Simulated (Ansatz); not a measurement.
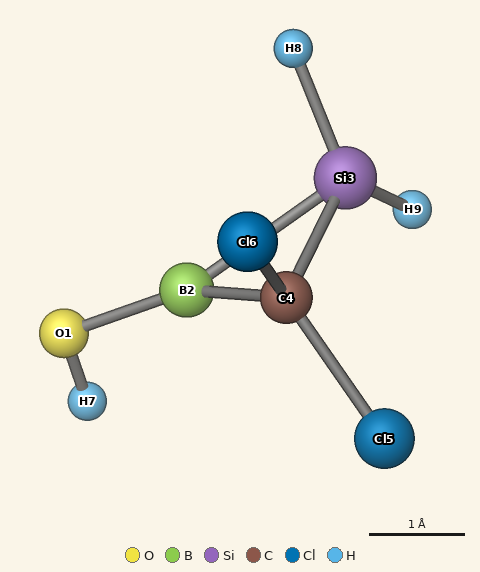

CH$_{3}$BCl$_{2}$OSi, before the relaxation. A ball-and-stick model, seen from a free direction.

The run prepares an end point of a later path (torsion) calculation, from a guessed geometry.

Theory: RKS B3LYP-D4/STO-3G (Ansatz).

Input file:
```yaml
crystal:
  periodic: [false, false, false]
  atoms:
    - { symbol: O, position_ang: [2.2818, -0.1794, -0.3346] }
    - { symbol: B, position_ang: [0.7971, 0.018, -0.1178] }
    - { symbol: Si, position_ang: [-0.9144, -0.2434, 1.0081] }
    - { symbol: C, position_ang: [-0.5468, 0.5297, -0.5664] }
    - { symbol: Cl, position_ang: [-1.3093, -0.3717, -1.96] }
    - { symbol: Cl, position_ang: [-0.8102, 2.3024, -0.5835] }
    - { symbol: H, position_ang: [2.3422, -0.9995, -0.8133] }
    - { symbol: H, position_ang: [-0.645, 0.5768, 2.2299] }
    - { symbol: H, position_ang: [-1.107, -1.6792, 1.1205] }
basis:
  gaussian: { orbitals: STO-3G }
hamiltonian:
  xc: b3lyp
  dispersion: d4
relax:
  f_tol: 0.015
  max_steps: 40
output:
  orbitals: {}
```

Launched with:
```bash
ansatz run input.yaml --threads 1 --pin off --max-ram 2048MiB --backend cpu --events-out ev --progress --plain --runs-dir out
```

> Predict the outcome.

After 12 geometry steps the energy has fallen by 275.6 kJ/mol. Largest force component: 4.8 eV/Å at the start, 0.0072 eV/Å at the end. H7 moves most after the best rigid fit: 0.71 Å. By element the largest moves are H 0.71 Å, O 0.56 Å, Si 0.39 Å, Cl 0.23 Å, B 0.19 Å, C 0.06 Å. Near-neighbour distances that change, for instance: O1–B2 1.513 → 1.338 Å, B2–Si3 2.065 → 1.915 Å, Si3–C4 1.792 → 1.902 Å, B2–C4 1.506 → 1.587 Å. Among the angles between lasting bonds that change: B2–Si3–H8 103.1° → 122.5°, B2–Si3–H9 106.1° → 122.6°, O1–B2–C4 151.3° → 135.0°. Groups turn about O1–B2 by about 90°. The run took 41 s on 1 thread of Arm Neoverse V2, with other jobs on the host, peak memory 0.17 GiB.

Step by step:

```csv
step,"E − E(0), kJ/mol","largest force component, eV/Å"
0,0.00,4.7590
1,-136.97,2.4124
2,-173.52,1.3190
3,-194.45,0.8283
4,-217.56,2.4256
5,-238.70,3.1091
6,-265.74,1.6563
7,-268.25,0.5370
8,-274.98,0.2958
9,-275.35,0.0734
10,-275.47,0.0433
11,-275.57,0.0324
12,-275.58,0.0072
```

Final geometry:

```xyz
9

O     2.0033   -0.2168   -0.8175
B     0.8078   -0.1454   -0.2207
Si   -0.5663   -0.3911    1.0900
C    -0.5944    0.4976   -0.5918
Cl   -1.5101   -0.2796   -2.0083
Cl   -0.6738    2.3523   -0.6352
H     2.6786   -0.7310   -0.2511
H    -0.6973    0.4651    2.2476
H    -1.3593   -1.5974    1.1699
```

After the run, drawn alike:

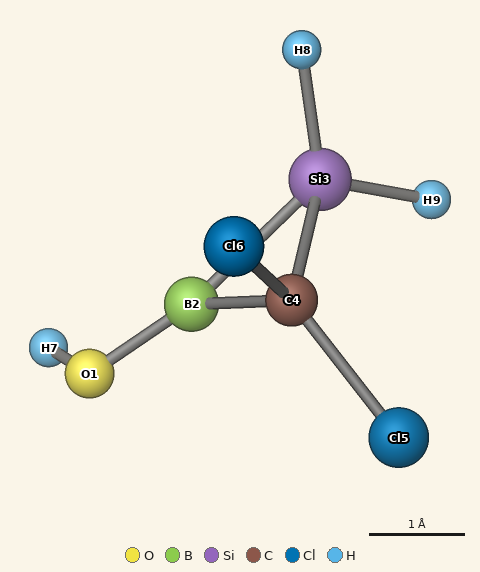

Limits of the set-up: STO-3G is a minimal basis, so the numbers are rough.
